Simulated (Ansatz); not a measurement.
FH5N2Si

Input

```
crystal:
  periodic: [false, false, false]
  atoms:
    - {symbol: Si, position_ang: [0.195109, -0.270619, -0.439676]}
    - {symbol: F, position_ang: [-0.517629, -1.560325, -1.072129]}
    - {symbol: H, position_ang: [1.384527, -0.050596, -1.296100]}
    - {symbol: N, position_ang: [-0.689700, 1.172829, -0.482399]}
    - {symbol: N, position_ang: [0.422773, -0.694072, 1.189988]}
    - {symbol: H, position_ang: [-0.674033, 1.773417, -1.289298]}
    - {symbol: H, position_ang: [-1.516088, 1.304975, 0.077277]}
    - {symbol: H, position_ang: [0.613258, -1.644895, 1.457404]}
    - {symbol: H, position_ang: [0.781785, -0.030713, 1.854932]}
basis:
  gaussian: {orbitals: def2-TZVPP}
hamiltonian: {xc: pbe0, dispersion: d4}
output: {orbitals: {seedname: orbitals}}
```

Run with:

```sh
ansatz run in.yaml --threads 4 --pin off --events-out ev --progress --plain --max-ram 9574MiB
```

The reactant side of a reaction path; geometry: PBE0-D4/def2-TZVP.

Theory: Ansatz 0.2.0, RKS PBE0-D4/def2-TZVPP.

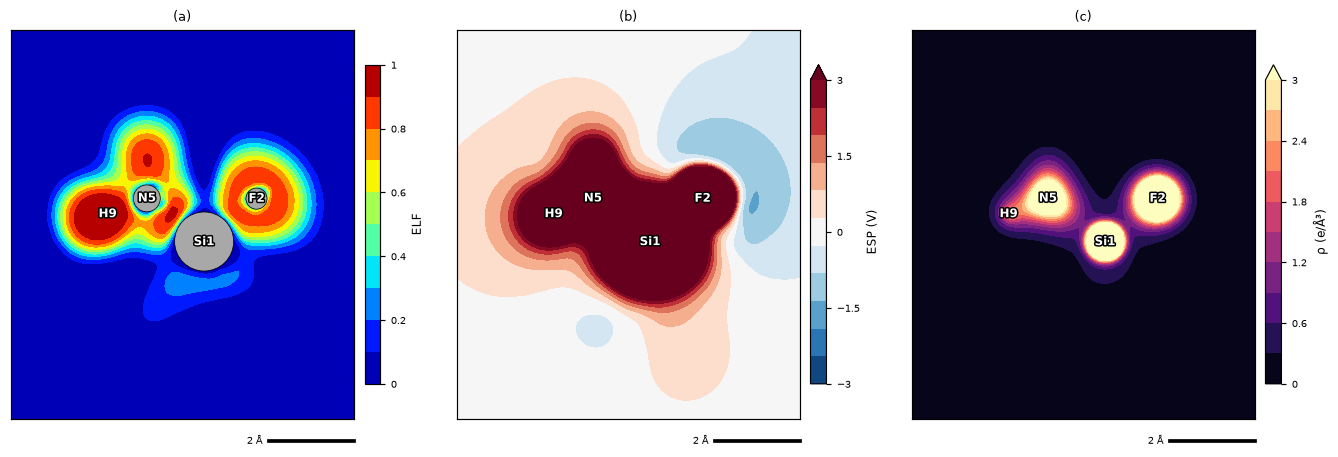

Figure 1. (a) ELF; (b) molecular electrostatic potential; (c) electron density on the plane of atoms F2, Si1 and N5. Grey discs cover the atomic cores in the ELF map.

Describe what can be read from this map.

Answer. The section cuts through Si, F, N and H sites. Si–F (1.60 Å): the density is about 1.2 e/Å³ at the midpoint; the ELF peaks at about 0.85 in the valence shell of F, 0.6 Å from its nucleus, and is about 0.50 at the midpoint. Si–N (1.70 Å): ρ at the midpoint is about 1.2 e/Å³; the ELF peaks at about 0.90 between the atoms (a shared but strongly polarised pair). N–H (1.01 Å): the density is about 2.9 e/Å³ at the midpoint; the ELF climbs to about 1 towards the hydrogen, as it does in any bond to H; a covalent bond by its length. The ELF also peaks beside F2, away from the bonds: lone-pair regions. Outside the dense part of the molecule the potential is most negative (−1.5 V) near F2.

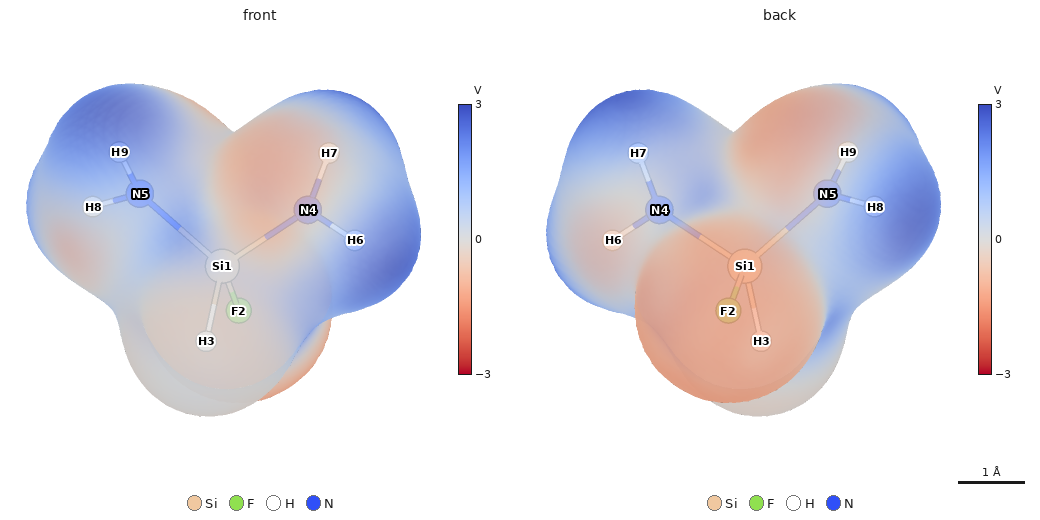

Figure 2. The molecular electrostatic potential painted on the density surface at 0.004 e/bohr³, seen from the front and from behind; the colour scale runs from red (negative) to blue (positive).

Describe the electrostatic potential map.

Answer. The most negative region (about −1.3 V) lies over F2, the most positive (about +2.6 V) over H6, H7, H8 and H9.

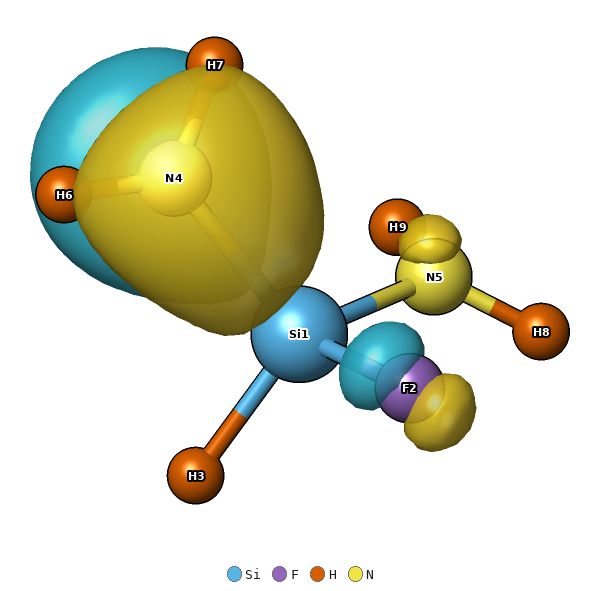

Figure 3. The HOMO−1 at ±0.15 Å⁻³ᐟ² (yellow and cyan are the two phases), seen at an oblique angle.

What is the character of this orbital?

Answer. It lies mainly on N4 (about 70 %); largely a lone pair of N4. Its energy is −7.94 eV.
